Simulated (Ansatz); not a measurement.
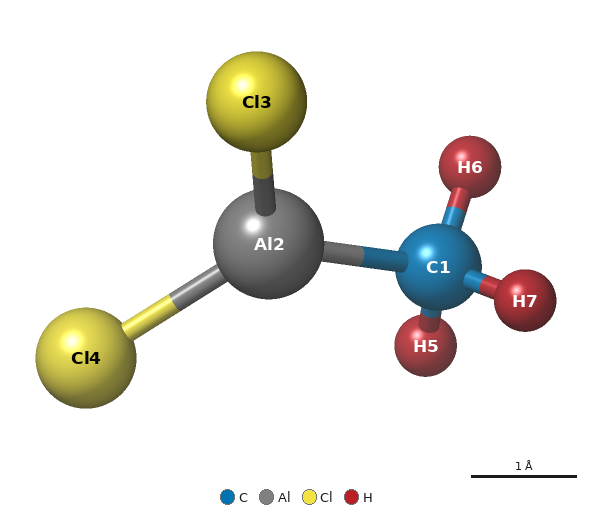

The computed structure is the end point of a PBE-D4/def2-SVP optimisation. No frequency run is at hand to confirm it as a minimum.

How are the neighbours of atom 2 arranged?

Answer. Al2 has 3 neighbours (C1 at 1.94, Cl3 at 2.11, Cl4 at 2.11 Å); the arrangement is trigonal planar.

What is the geometry at C1?

Answer. C1 has 4 neighbours (Al2 at 1.94, H5 at 1.11, H6 at 1.11, H7 at 1.11 Å); the arrangement is tetrahedral.
